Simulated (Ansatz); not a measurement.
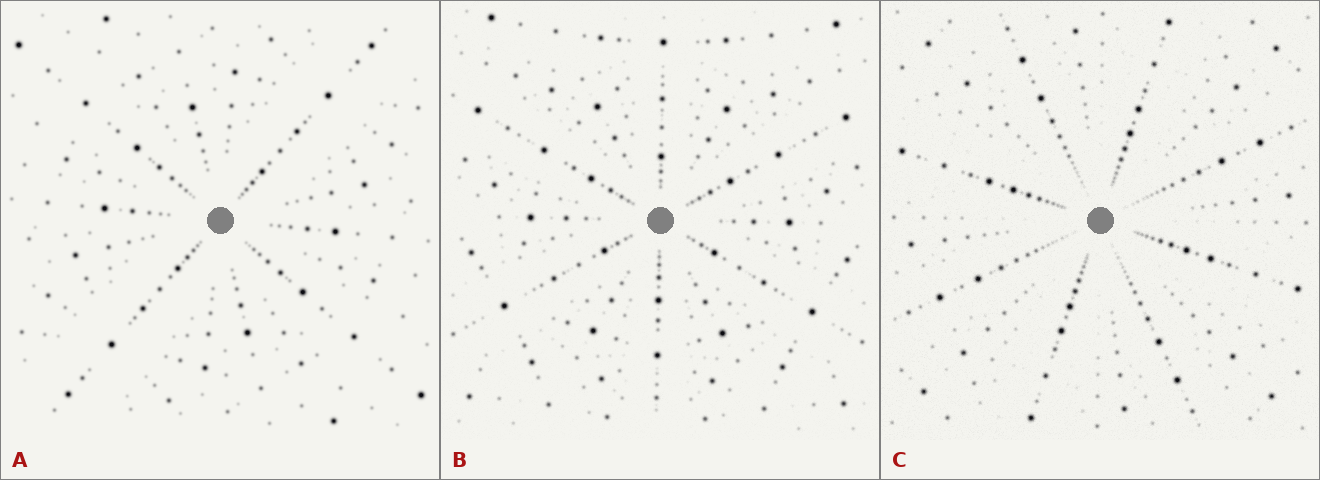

Simulated back-reflection Laue patterns (white X-rays, 0.45 to 2.2 Å, flat plate covering ±45° about the beam, kinematic intensities, seen from the source). Crystal: RbB₃H₃, space group Fm-3m (No. 225), a = 9.269 Å. Structure: the end point of a relaxation with DFT, PAW plane waves, pbe (Ansatz 0.2.0); the starting structure was generated, so it need not be a known form of this composition.

The directions [001], [110], [111] point towards the source, in some order. Which is which?

Answer. A: [110], symmetry 2mm (a twofold axis with two mirror lines). B: [111], symmetry 3m (a threefold axis with three mirror lines). C: [001], symmetry 4mm (a fourfold axis with mirror lines). The Laue class is m-3m.
